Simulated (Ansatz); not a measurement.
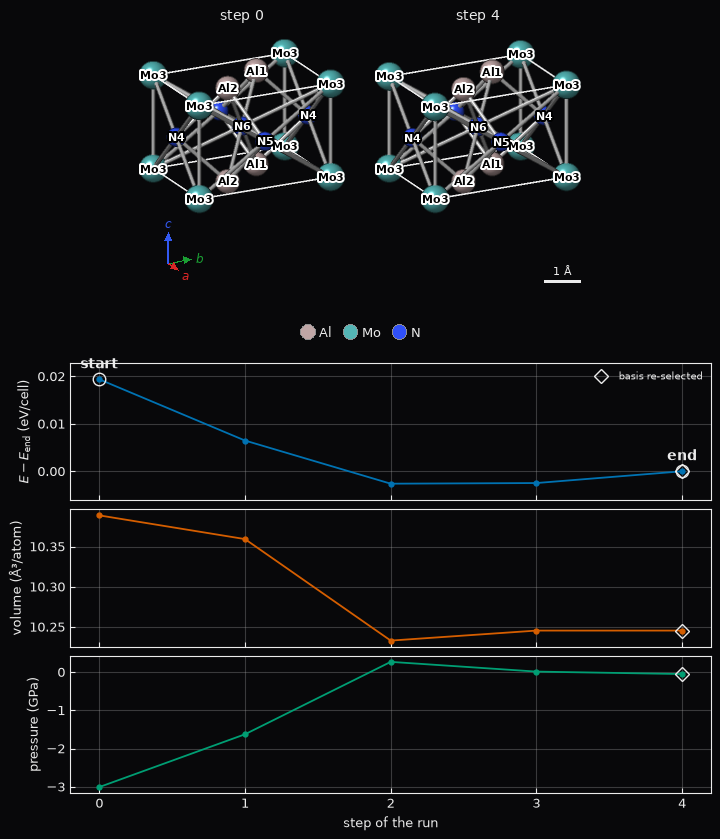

First and last geometry of a relaxation of crystalline Al2MoN3 (a generated structure, set up in P6/mmm) (coarse preliminary run), with the history of the run. Style: ball-and-stick. Shown: the cell of the calculation, slightly off an axis.

All numbers below come from Ansatz 0.2.0, DFT PBE, scalar-relativistic, plane waves, PAW.

Input file:
```yaml
crystal:
  lattice:
    - [5.1920071679, 0.0, 0.0]
    - [-2.596003584, 4.4964101041, 0.0]
    - [0.0, 0.0, 2.6700065022]
  atoms:
    - { symbol: Al, position: [0.3333333333, 0.6666666667, 0.0] }
    - { symbol: Al, position: [0.6666666667, 0.3333333333, 0.0] }
    - { symbol: Mo, position: [0.0, 0.0, 0.0], spin: 1.75 }
    - { symbol: "N", position: [0.5, 0.0, 0.5] }
    - { symbol: "N", position: [0.0, 0.5, 0.5] }
    - { symbol: "N", position: [0.5, 0.5, 0.5] }
basis:
  ecutwfc: 420
kpoints:
  mp_grid: { grid: [6, 6, 6] }
hamiltonian:
  xc: pbe
scf:
  occupations: { method: gaussian, width: 0.1 }
  lower_state_search: "off"
output:
  forces: true
  stress: true
  eigenvalues: true
  populations: true
magnetization:
  spin_polarized: true
relax:
  adjacent_minimum: "off"
  f_tol: 0.04
  max_steps: 70
  cell: { stress_tol: 0.4 }
```

Command:
```bash
ansatz run input.yaml --threads 1 --pin off --max-ram 2560MiB --backend cpu --events-out ev --progress --plain --runs-dir out
```

Q: Did the run converge, and what did it change?

A: It converged. Over 3 accepted moves (4 points after the start) the energy falls by 19.4 meV per cell of the calculation. All forces vanish by symmetry, so only the cell relaxes. The pressure goes from −3.01 to −0.05 GPa. The SCF was repeated once at an unchanged geometry on a basis and grid sized afresh for the cell, which shifted the energy by 2.5 meV per cell of the calculation at most. No atom moves by more than 0.005 Å relative to the cell. Cell: a = b 5.192 → 5.188 Å (−0.1 %), c 2.670 → 2.637 Å (−1.2 %). Volume −1.4 %. Some distances before and after: Mo3–Mo3 2.670 → 2.637 Å, Al1–N4 2.007 → 1.995 Å, Mo3–N4 2.919 → 2.910 Å. The space group stays P6/mmm (No. 191). Cost: 34 s on 1 thread of Intel(R) Xeon(R) Processor @ 2.70GHz, with other jobs on the host, peak memory 0.41 GiB.

Limits of the set-up: the k-point mesh is coarse for a cell with partly filled bands.
